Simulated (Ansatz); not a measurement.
CH3Cl2In

```xyz
7

C     1.0191    0.3530    0.7438
Cl   -0.5441    0.2080    1.6680
Cl    0.0283    1.0445   -2.8250
In    0.5232   -0.5857   -1.1600
H     1.8014   -0.1531    1.3222
H     1.2511    1.4190    0.6353
H     0.2806   -2.2194   -1.6359
```

Geometry: B3LYP-D3(BJ)/def2-SVP; core potentials replace the inner electrons of In.

The calculation used Ansatz, isolated molecule in a Gaussian basis; Kohn-Sham density functional theory, functional PBE0.

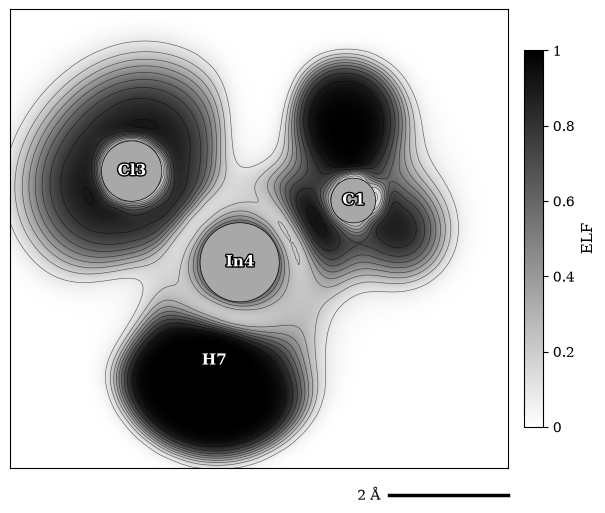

Figure 1. Electron localisation function on the plane of atoms C1, In4 and Cl3. Grey discs cover the atomic cores.

**Describe what can be read from this map.**

The section cuts through C, Cl, In and H sites. C–In (2.18 Å): the ELF peaks at about 0.90 in the valence shell of C, 0.7 Å from its nucleus, and drops to about 0.20 between the two atoms. In–Cl (2.38 Å): the ELF peaks at about 0.80 in the valence shell of Cl, 0.8 Å from its nucleus, and drops to about 0.15 between the two atoms. In–H (1.72 Å): the ELF climbs to about 1 towards the hydrogen. The ELF also peaks beside Cl3, away from the bonds: lone-pair regions.

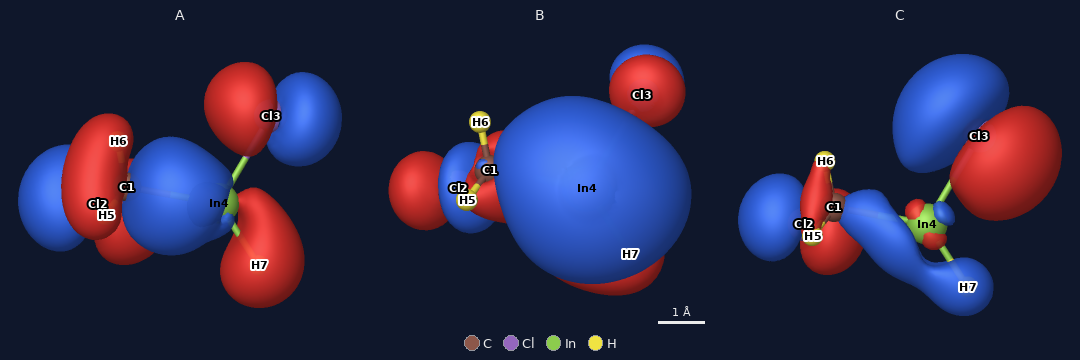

Figure 2. Three frontier orbitals at ±0.06 Å⁻³ᐟ² (red and blue are the two phases), in no order.

**Which picture is the HOMO−1, the HOMO and the LUMO?**

C is the HOMO−1 (−8.61 eV). Its weight (Hirshfeld) is mainly on Cl3 (about 75 %), Cl2 (about 10 %) and In4 (about 10 %); largely a lone pair of Cl3. A is the HOMO (−7.80 eV). Its weight (Hirshfeld) is mainly on Cl2 (about 30 %), C1 (about 25 %), Cl3 (about 20 %) and In4 (about 15 %). B is the LUMO (−1.96 eV). Its weight (Hirshfeld) is mainly on In4 (about 70 %), Cl2 (about 10 %), C1 (about 5 %) and Cl3 (about 5 %).

**What is the HOMO–LUMO gap?**

5.84 eV between the orbital energies.

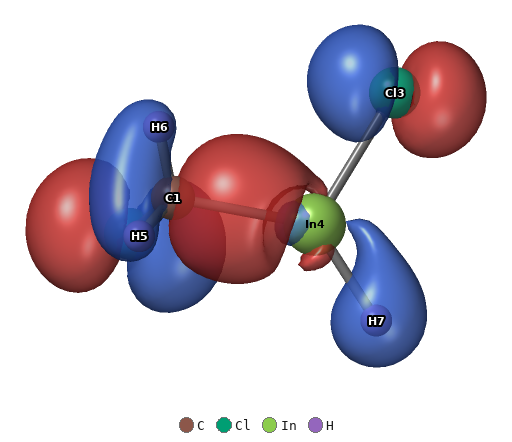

Figure 3. The HOMO at ±0.1 Å⁻³ᐟ² (blue and red are the two phases), seen across its widest extent.

**What is the character of this orbital?**

By Hirshfeld shares it lies mainly on Cl2 (about 30 %), C1 (about 25 %), Cl3 (about 20 %) and In4 (about 15 %). Its energy is −7.80 eV.
